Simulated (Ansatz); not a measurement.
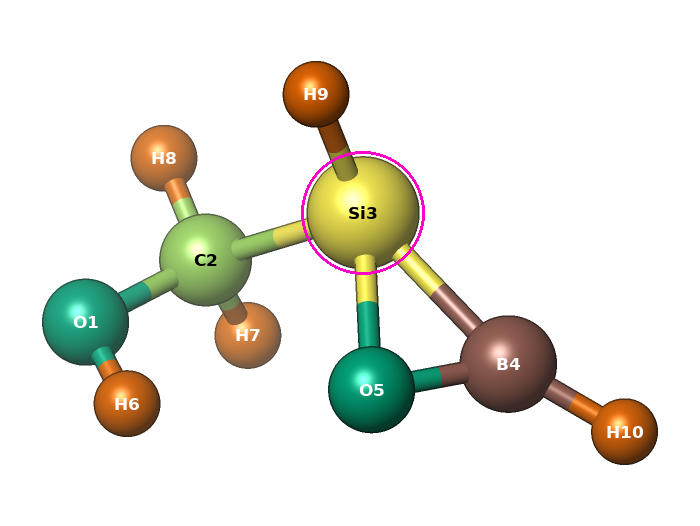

Depth is shown by fading: the farther an atom, the more it takes the colour of the background. Circles mark the stereogenic atoms. Computed geometry: PBE-D4/def2-SVP optimisation. No frequency run is at hand to confirm it as a minimum.

### What are the Cahn–Ingold–Prelog descriptors?

Si3: S (priorities O5 > C2 > B4 > H9).
